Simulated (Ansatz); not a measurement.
# Si$_{4}$H$_{9}$Cl: molecular dynamics (part 1 of 3)

Si$_{4}$H$_{9}$Cl, computed with RKS PBE0/STO-3G (Ansatz 0.2.0).

It belongs to a series of runs on one base structure; here: dynamics from the start. Figures and captions count atoms from 1; the log counts them from 0 in places.

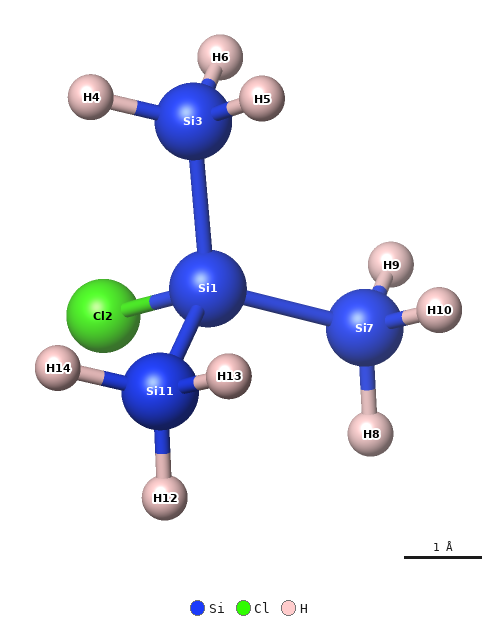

Figure 1. The starting structure (ball-and-stick view, seen at a tilt; atoms are numbered from 1 in the order of the input).

### Results in brief

```tsv
quantity	value
outcome	finished
mean temperature over the second half	214 K
trajectory	100 steps, 50 fs
ensemble	nvt_langevin
temperature in the input	400.0 K
time step	0.5 fs
potential energy (last step)	−43664.0654 eV
mean-field energy (last step)	−43664.0654 eV
largest force (length of the vector) (last step)	1.163 eV/Å
hardware	1 thread of Intel Xeon (Sapphire Rapids), 16 GiB of memory available, shared host
wall time	4.9 min
peak memory	0.17 GiB
```

### Notes

So short a trajectory is not equilibrated. The logged temperature at the start can lie below the typed one, since it is counted over all degrees of freedom. The temperature stays far from the 400 K of the thermostat over the second half: the run isn't equilibrated.

### Input
```yaml
crystal:
  periodic: [false, false, false]
  atoms:
    - { symbol: Si, position_ang: [0.00975, -0.05713, -0.088806] }
    - { symbol: Cl, position_ang: [0.050759, -0.301807, 2.027564] }
    - { symbol: Si, position_ang: [2.160941, 0.061886, -0.763047] }
    - { symbol: H, position_ang: [2.881522, -1.139361, -0.417279] }
    - { symbol: H, position_ang: [2.196078, 0.214113, -2.198791] }
    - { symbol: H, position_ang: [2.828952, 1.195609, -0.171136] }
    - { symbol: Si, position_ang: [-1.119979, 1.85522, -0.492278] }
    - { symbol: H, position_ang: [-2.471699, 1.776254, 0.006017] }
    - { symbol: H, position_ang: [-0.461275, 2.985082, 0.117106] }
    - { symbol: H, position_ang: [-1.174848, 2.077432, -1.918233] }
    - { symbol: Si, position_ang: [-1.047463, -1.868141, -0.924772] }
    - { symbol: H, position_ang: [-2.39639, -1.962078, -0.420088] }
    - { symbol: H, position_ang: [-1.108643, -1.755892, -2.363741] }
    - { symbol: H, position_ang: [-0.338306, -3.081087, -0.595016] }
basis:
  gaussian: { orbitals: STO-3G }
hamiltonian:
  xc: pbe0
md:
  timestep: 0.5
  n_steps: 100
  ensemble: nvt_langevin
  temperature: 400.0
  initial_velocities: maxwell_boltzmann
  seed: 83961
  friction: 0.005
```

Launch command:
```bash
ansatz run input.yaml --threads 1 --pin off --max-ram 2048MiB --backend cpu --events-out ev --progress --plain --runs-dir out
```

### Log
```
Engine: ansatz 0.2.0, x86_64-unknown-linux-gnu
Functional definition: PBE0
  parameter a = 0.25
  parameter kappa = 0.804
  parameter beta = 0.06672455060314922
  exchange = (1 - a)*pbe_x(kappa = kappa, mu = beta*pi^2/3) + a*exact_x
  correlation = pbe_c(beta = beta)
688 factors; integrals over basis functions are off by at most 1.0e-5 eV
mean field evaluation 1: about -43661.7759 eV, gradient 2.5e1 eV
mean field evaluation 2: about -43662.7345 eV, gradient 2.0e1 eV
mean field evaluation 4: about -43664.3363 eV, gradient 3.6e-1 eV
mean field evaluation 8: about -43664.3070 eV, gradient 4.5e-3 eV
mean field -43664.30702719 eV, -1604.6336865188 hartree, gradient 4.6e-5 eV, S^2 0.000000; 0 other end points of the search recorded, 0 dependent functions left out
the calculation of the forces begins
reference -43664.30704766 eV, -1604.6336872711 hartree; 41, 41 occupied and 13, 13 virtual orbitals, 688 factors
md step     0: t =     0.00 fs  T =   371.4 K  F+E_penalty+E_count = -43664.30702719 eV  E_kin = 0.672152 eV  (19 SCF iters)
these checks for a lower state are left out or cut short: starts, cluster_reference, orbital_swaps, neighbouring_geometries, increment
688 factors; integrals over basis functions are off by at most 1.1e-5 eV
mean field evaluation 16: about -43664.2957 eV, gradient 2.4e-5 eV
mean field -43664.29572657 eV, -1604.6332712289 hartree, gradient 2.9e-5 eV, S^2 0.000000; 0 other end points of the search recorded, 0 dependent functions left out
the calculation of the forces begins
reference -43664.29574707 eV, -1604.6332719821 hartree; 41, 41 occupied and 13, 13 virtual orbitals, 688 factors
md step     1: t =     0.50 fs  T =   362.1 K  F+E_penalty+E_count = -43664.29572657 eV  E_kin = 0.655245 eV  (20 SCF iters)
[... from here on the SCF iterations and repeated set-up lines of each step are left out, up to the last step ...]
md step     2: t =     1.00 fs  T =   352.1 K  F+E_penalty+E_count = -43664.26371628 eV  E_kin = 0.637151 eV  (20 SCF iters)
md step     3: t =     1.50 fs  T =   327.1 K  F+E_penalty+E_count = -43664.21763729 eV  E_kin = 0.591916 eV  (21 SCF iters)
md step     4: t =     2.00 fs  T =   301.2 K  F+E_penalty+E_count = -43664.16493795 eV  E_kin = 0.545007 eV  (20 SCF iters)
md step     5: t =     2.50 fs  T =   288.5 K  F+E_penalty+E_count = -43664.11147386 eV  E_kin = 0.522067 eV  (20 SCF iters)
md step     6: t =     3.00 fs  T =   277.1 K  F+E_penalty+E_count = -43664.06328501 eV  E_kin = 0.501390 eV  (17 SCF iters)
md step     7: t =     3.50 fs  T =   256.5 K  F+E_penalty+E_count = -43664.02547379 eV  E_kin = 0.464145 eV  (18 SCF iters)
md step     8: t =     4.00 fs  T =   241.8 K  F+E_penalty+E_count = -43664.00057082 eV  E_kin = 0.437642 eV  (18 SCF iters)
md step     9: t =     4.50 fs  T =   228.2 K  F+E_penalty+E_count = -43663.98946550 eV  E_kin = 0.412912 eV  (18 SCF iters)
md step    10: t =     5.00 fs  T =   220.0 K  F+E_penalty+E_count = -43663.99004403 eV  E_kin = 0.398131 eV  (18 SCF iters)
md step    11: t =     5.50 fs  T =   230.8 K  F+E_penalty+E_count = -43663.99659592 eV  E_kin = 0.417656 eV  (21 SCF iters)
md step    12: t =     6.00 fs  T =   238.6 K  F+E_penalty+E_count = -43664.00398694 eV  E_kin = 0.431794 eV  (21 SCF iters)
md step    13: t =     6.50 fs  T =   228.3 K  F+E_penalty+E_count = -43664.00619355 eV  E_kin = 0.413208 eV  (21 SCF iters)
md step    14: t =     7.00 fs  T =   223.8 K  F+E_penalty+E_count = -43663.99843562 eV  E_kin = 0.404960 eV  (21 SCF iters)
md step    15: t =     7.50 fs  T =   207.2 K  F+E_penalty+E_count = -43663.97858574 eV  E_kin = 0.375037 eV  (21 SCF iters)
md step    16: t =     8.00 fs  T =   182.8 K  F+E_penalty+E_count = -43663.94945958 eV  E_kin = 0.330747 eV  (21 SCF iters)
md step    17: t =     8.50 fs  T =   167.9 K  F+E_penalty+E_count = -43663.91688585 eV  E_kin = 0.303858 eV  (18 SCF iters)
md step    18: t =     9.00 fs  T =   149.6 K  F+E_penalty+E_count = -43663.88777409 eV  E_kin = 0.270808 eV  (18 SCF iters)
md step    19: t =     9.50 fs  T =   134.4 K  F+E_penalty+E_count = -43663.87047662 eV  E_kin = 0.243295 eV  (21 SCF iters)
md step    20: t =    10.00 fs  T =   144.2 K  F+E_penalty+E_count = -43663.87149195 eV  E_kin = 0.260883 eV  (18 SCF iters)
md step    21: t =    10.50 fs  T =   157.6 K  F+E_penalty+E_count = -43663.89293483 eV  E_kin = 0.285227 eV  (17 SCF iters)
md step    22: t =    11.00 fs  T =   181.5 K  F+E_penalty+E_count = -43663.93335525 eV  E_kin = 0.328463 eV  (18 SCF iters)
md step    23: t =    11.50 fs  T =   210.8 K  F+E_penalty+E_count = -43663.98511077 eV  E_kin = 0.381407 eV  (18 SCF iters)
md step    24: t =    12.00 fs  T =   250.4 K  F+E_penalty+E_count = -43664.03802609 eV  E_kin = 0.453044 eV  (21 SCF iters)
md step    25: t =    12.50 fs  T =   277.0 K  F+E_penalty+E_count = -43664.08239705 eV  E_kin = 0.501187 eV  (21 SCF iters)
md step    26: t =    13.00 fs  T =   285.6 K  F+E_penalty+E_count = -43664.11102122 eV  E_kin = 0.516787 eV  (21 SCF iters)
md step    27: t =    13.50 fs  T =   294.3 K  F+E_penalty+E_count = -43664.12282584 eV  E_kin = 0.532665 eV  (21 SCF iters)
md step    28: t =    14.00 fs  T =   290.8 K  F+E_penalty+E_count = -43664.11983635 eV  E_kin = 0.526270 eV  (21 SCF iters)
md step    29: t =    14.50 fs  T =   281.2 K  F+E_penalty+E_count = -43664.10637863 eV  E_kin = 0.508935 eV  (21 SCF iters)
md step    30: t =    15.00 fs  T =   270.5 K  F+E_penalty+E_count = -43664.08776859 eV  E_kin = 0.489443 eV  (21 SCF iters)
md step    31: t =    15.50 fs  T =   260.9 K  F+E_penalty+E_count = -43664.06886333 eV  E_kin = 0.472198 eV  (21 SCF iters)
md step    32: t =    16.00 fs  T =   255.5 K  F+E_penalty+E_count = -43664.05351946 eV  E_kin = 0.462318 eV  (18 SCF iters)
md step    33: t =    16.50 fs  T =   248.0 K  F+E_penalty+E_count = -43664.04499776 eV  E_kin = 0.448752 eV  (18 SCF iters)
md step    34: t =    17.00 fs  T =   245.0 K  F+E_penalty+E_count = -43664.04439492 eV  E_kin = 0.443282 eV  (18 SCF iters)
md step    35: t =    17.50 fs  T =   266.1 K  F+E_penalty+E_count = -43664.05152005 eV  E_kin = 0.481629 eV  (18 SCF iters)
md step    36: t =    18.00 fs  T =   269.5 K  F+E_penalty+E_count = -43664.06406651 eV  E_kin = 0.487652 eV  (21 SCF iters)
md step    37: t =    18.50 fs  T =   266.9 K  F+E_penalty+E_count = -43664.07637602 eV  E_kin = 0.483062 eV  (21 SCF iters)
md step    38: t =    19.00 fs  T =   292.8 K  F+E_penalty+E_count = -43664.08135570 eV  E_kin = 0.529867 eV  (21 SCF iters)
md step    39: t =    19.50 fs  T =   282.2 K  F+E_penalty+E_count = -43664.07270149 eV  E_kin = 0.510738 eV  (19 SCF iters)
md step    40: t =    20.00 fs  T =   262.4 K  F+E_penalty+E_count = -43664.04835012 eV  E_kin = 0.474803 eV  (19 SCF iters)
md step    41: t =    20.50 fs  T =   249.0 K  F+E_penalty+E_count = -43664.00918309 eV  E_kin = 0.450629 eV  (21 SCF iters)
md step    42: t =    21.00 fs  T =   214.0 K  F+E_penalty+E_count = -43663.96001296 eV  E_kin = 0.387331 eV  (19 SCF iters)
md step    43: t =    21.50 fs  T =   181.9 K  F+E_penalty+E_count = -43663.91013860 eV  E_kin = 0.329135 eV  (21 SCF iters)
md step    44: t =    22.00 fs  T =   156.2 K  F+E_penalty+E_count = -43663.86977859 eV  E_kin = 0.282733 eV  (18 SCF iters)
md step    45: t =    22.50 fs  T =   146.3 K  F+E_penalty+E_count = -43663.84604301 eV  E_kin = 0.264683 eV  (18 SCF iters)
md step    46: t =    23.00 fs  T =   139.9 K  F+E_penalty+E_count = -43663.84149036 eV  E_kin = 0.253132 eV  (18 SCF iters)
md step    47: t =    23.50 fs  T =   141.1 K  F+E_penalty+E_count = -43663.85586675 eV  E_kin = 0.255402 eV  (18 SCF iters)
md step    48: t =    24.00 fs  T =   164.2 K  F+E_penalty+E_count = -43663.88664905 eV  E_kin = 0.297098 eV  (18 SCF iters)
md step    49: t =    24.50 fs  T =   184.7 K  F+E_penalty+E_count = -43663.92689175 eV  E_kin = 0.334165 eV  (18 SCF iters)
md step    50: t =    25.00 fs  T =   195.6 K  F+E_penalty+E_count = -43663.96727285 eV  E_kin = 0.353886 eV  (21 SCF iters)
md step    51: t =    25.50 fs  T =   217.5 K  F+E_penalty+E_count = -43664.00034803 eV  E_kin = 0.393525 eV  (21 SCF iters)
md step    52: t =    26.00 fs  T =   231.4 K  F+E_penalty+E_count = -43664.02150489 eV  E_kin = 0.418717 eV  (21 SCF iters)
md step    53: t =    26.50 fs  T =   246.2 K  F+E_penalty+E_count = -43664.03027695 eV  E_kin = 0.445516 eV  (21 SCF iters)
md step    54: t =    27.00 fs  T =   245.8 K  F+E_penalty+E_count = -43664.02807383 eV  E_kin = 0.444826 eV  (21 SCF iters)
md step    55: t =    27.50 fs  T =   246.8 K  F+E_penalty+E_count = -43664.02003873 eV  E_kin = 0.446703 eV  (21 SCF iters)
md step    56: t =    28.00 fs  T =   237.6 K  F+E_penalty+E_count = -43664.01212223 eV  E_kin = 0.429950 eV  (18 SCF iters)
md step    57: t =    28.50 fs  T =   225.1 K  F+E_penalty+E_count = -43664.00831848 eV  E_kin = 0.407314 eV  (18 SCF iters)
md step    58: t =    29.00 fs  T =   219.9 K  F+E_penalty+E_count = -43664.01460069 eV  E_kin = 0.397877 eV  (18 SCF iters)
md step    59: t =    29.50 fs  T =   225.4 K  F+E_penalty+E_count = -43664.03444084 eV  E_kin = 0.407881 eV  (18 SCF iters)
md step    60: t =    30.00 fs  T =   234.6 K  F+E_penalty+E_count = -43664.06663288 eV  E_kin = 0.424519 eV  (18 SCF iters)
md step    61: t =    30.50 fs  T =   253.4 K  F+E_penalty+E_count = -43664.10552229 eV  E_kin = 0.458499 eV  (21 SCF iters)
md step    62: t =    31.00 fs  T =   279.1 K  F+E_penalty+E_count = -43664.14280584 eV  E_kin = 0.505144 eV  (21 SCF iters)
md step    63: t =    31.50 fs  T =   290.9 K  F+E_penalty+E_count = -43664.17135179 eV  E_kin = 0.526424 eV  (21 SCF iters)
md step    64: t =    32.00 fs  T =   298.4 K  F+E_penalty+E_count = -43664.18325348 eV  E_kin = 0.539992 eV  (21 SCF iters)
md step    65: t =    32.50 fs  T =   286.6 K  F+E_penalty+E_count = -43664.17427359 eV  E_kin = 0.518654 eV  (21 SCF iters)
md step    66: t =    33.00 fs  T =   255.6 K  F+E_penalty+E_count = -43664.14591878 eV  E_kin = 0.462566 eV  (21 SCF iters)
md step    67: t =    33.50 fs  T =   234.4 K  F+E_penalty+E_count = -43664.10432932 eV  E_kin = 0.424185 eV  (21 SCF iters)
md step    68: t =    34.00 fs  T =   211.1 K  F+E_penalty+E_count = -43664.05874930 eV  E_kin = 0.382097 eV  (20 SCF iters)
md step    69: t =    34.50 fs  T =   179.7 K  F+E_penalty+E_count = -43664.01894512 eV  E_kin = 0.325131 eV  (18 SCF iters)
md step    70: t =    35.00 fs  T =   171.2 K  F+E_penalty+E_count = -43663.99072432 eV  E_kin = 0.309844 eV  (18 SCF iters)
md step    71: t =    35.50 fs  T =   164.8 K  F+E_penalty+E_count = -43663.97882337 eV  E_kin = 0.298276 eV  (18 SCF iters)
md step    72: t =    36.00 fs  T =   169.0 K  F+E_penalty+E_count = -43663.98407301 eV  E_kin = 0.305905 eV  (17 SCF iters)
md step    73: t =    36.50 fs  T =   174.3 K  F+E_penalty+E_count = -43663.99841687 eV  E_kin = 0.315465 eV  (18 SCF iters)
md step    74: t =    37.00 fs  T =   186.7 K  F+E_penalty+E_count = -43664.01309512 eV  E_kin = 0.337770 eV  (20 SCF iters)
md step    75: t =    37.50 fs  T =   193.1 K  F+E_penalty+E_count = -43664.02037603 eV  E_kin = 0.349446 eV  (20 SCF iters)
md step    76: t =    38.00 fs  T =   190.4 K  F+E_penalty+E_count = -43664.01555039 eV  E_kin = 0.344613 eV  (20 SCF iters)
md step    77: t =    38.50 fs  T =   179.6 K  F+E_penalty+E_count = -43663.99782761 eV  E_kin = 0.324953 eV  (20 SCF iters)
md step    78: t =    39.00 fs  T =   170.1 K  F+E_penalty+E_count = -43663.97110715 eV  E_kin = 0.307765 eV  (20 SCF iters)
md step    79: t =    39.50 fs  T =   153.6 K  F+E_penalty+E_count = -43663.94199785 eV  E_kin = 0.278036 eV  (18 SCF iters)
md step    80: t =    40.00 fs  T =   132.5 K  F+E_penalty+E_count = -43663.91683055 eV  E_kin = 0.239796 eV  (18 SCF iters)
md step    81: t =    40.50 fs  T =   124.4 K  F+E_penalty+E_count = -43663.90085612 eV  E_kin = 0.225127 eV  (18 SCF iters)
md step    82: t =    41.00 fs  T =   124.9 K  F+E_penalty+E_count = -43663.89699831 eV  E_kin = 0.225954 eV  (18 SCF iters)
md step    83: t =    41.50 fs  T =   140.6 K  F+E_penalty+E_count = -43663.90911465 eV  E_kin = 0.254416 eV  (18 SCF iters)
md step    84: t =    42.00 fs  T =   158.3 K  F+E_penalty+E_count = -43663.93691746 eV  E_kin = 0.286547 eV  (18 SCF iters)
md step    85: t =    42.50 fs  T =   178.1 K  F+E_penalty+E_count = -43663.97319378 eV  E_kin = 0.322230 eV  (17 SCF iters)
md step    86: t =    43.00 fs  T =   197.5 K  F+E_penalty+E_count = -43664.01042250 eV  E_kin = 0.357319 eV  (21 SCF iters)
md step    87: t =    43.50 fs  T =   220.9 K  F+E_penalty+E_count = -43664.04385016 eV  E_kin = 0.399805 eV  (21 SCF iters)
md step    88: t =    44.00 fs  T =   239.7 K  F+E_penalty+E_count = -43664.06964332 eV  E_kin = 0.433759 eV  (21 SCF iters)
md step    89: t =    44.50 fs  T =   243.5 K  F+E_penalty+E_count = -43664.08319851 eV  E_kin = 0.440576 eV  (21 SCF iters)
md step    90: t =    45.00 fs  T =   234.3 K  F+E_penalty+E_count = -43664.08254641 eV  E_kin = 0.424066 eV  (21 SCF iters)
md step    91: t =    45.50 fs  T =   232.5 K  F+E_penalty+E_count = -43664.07134152 eV  E_kin = 0.420725 eV  (21 SCF iters)
md step    92: t =    46.00 fs  T =   225.9 K  F+E_penalty+E_count = -43664.05476567 eV  E_kin = 0.408791 eV  (21 SCF iters)
md step    93: t =    46.50 fs  T =   220.8 K  F+E_penalty+E_count = -43664.03632531 eV  E_kin = 0.399625 eV  (21 SCF iters)
md step    94: t =    47.00 fs  T =   230.2 K  F+E_penalty+E_count = -43664.02049585 eV  E_kin = 0.416619 eV  (20 SCF iters)
md step    95: t =    47.50 fs  T =   219.2 K  F+E_penalty+E_count = -43664.01134802 eV  E_kin = 0.396629 eV  (20 SCF iters)
md step    96: t =    48.00 fs  T =   227.4 K  F+E_penalty+E_count = -43664.01156054 eV  E_kin = 0.411454 eV  (21 SCF iters)
md step    97: t =    48.50 fs  T =   227.2 K  F+E_penalty+E_count = -43664.02192960 eV  E_kin = 0.411226 eV  (21 SCF iters)
md step    98: t =    49.00 fs  T =   243.9 K  F+E_penalty+E_count = -43664.03937842 eV  E_kin = 0.441307 eV  (21 SCF iters)
md step    99: t =    49.50 fs  T =   252.4 K  F+E_penalty+E_count = -43664.05660158 eV  E_kin = 0.456770 eV  (21 SCF iters)
these checks for a lower state are left out or cut short: starts, cluster_reference, orbital_swaps, neighbouring_geometries, increment
689 factors; integrals over basis functions are off by at most 2.2e-5 eV
mean field evaluation 608: about -43664.0654 eV, gradient 2.0e-5 eV
mean field -43664.06542536 eV, -1604.6248078153 hartree, gradient 2.0e-5 eV, S^2 0.000000; 0 other end points of the search recorded, 0 dependent functions left out
the calculation of the forces begins
reference -43664.06544578 eV, -1604.6248085658 hartree; 41, 41 occupied and 13, 13 virtual orbitals, 689 factors
689 factors; integrals over basis functions are off by at most 2.2e-5 eV
mean field -43664.06542536 eV, -1604.6248078153 hartree, gradient 2.0e-5 eV, S^2 0.000000; 1 other end points of the search recorded, 0 dependent functions left out
the calculation of the forces begins
reference -43664.06544578 eV, -1604.6248085658 hartree; 41, 41 occupied and 13, 13 virtual orbitals, 689 factors
md step   100: t =    50.00 fs  T =   253.3 K  F+E_penalty+E_count = -43664.06542536 eV  E_kin = 0.458454 eV  (21 SCF iters)
```

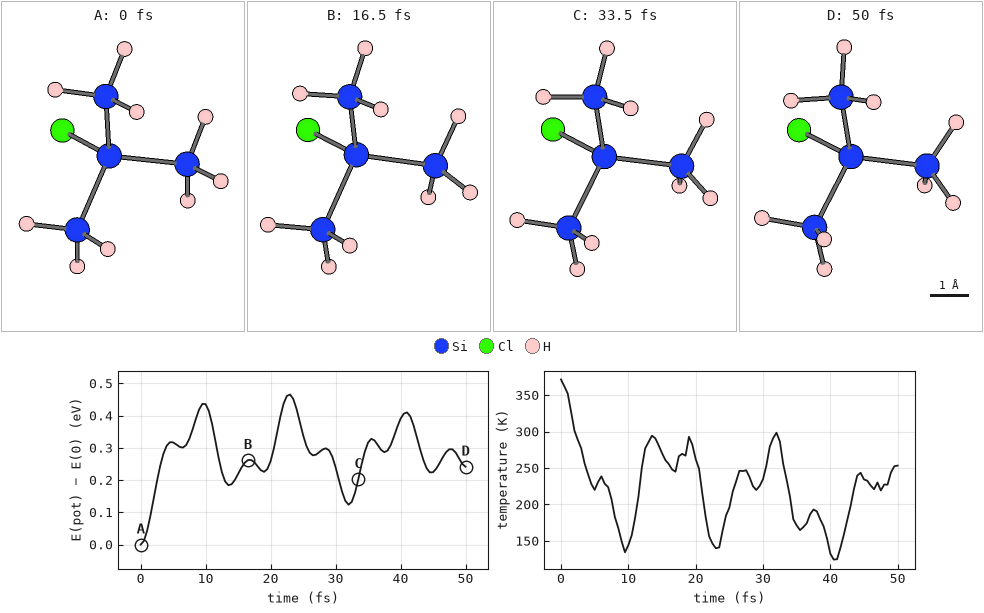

Figure 2. Frames of the molecular dynamics (ball-and-stick, seen at a tilt) above the curves, on which the letters mark them. The trajectory kept here has 101 frames over 50 fs. The temperature starts at 371 K, ranges from 124 to 371 K and averages 214 K over the second half. The potential energy ends 0.242 eV above its first value. After an unweighted best fit of the last frame on the first, the root-mean-square displacement is 0.41 Å, and H10 has moved furthest (0.68 Å).
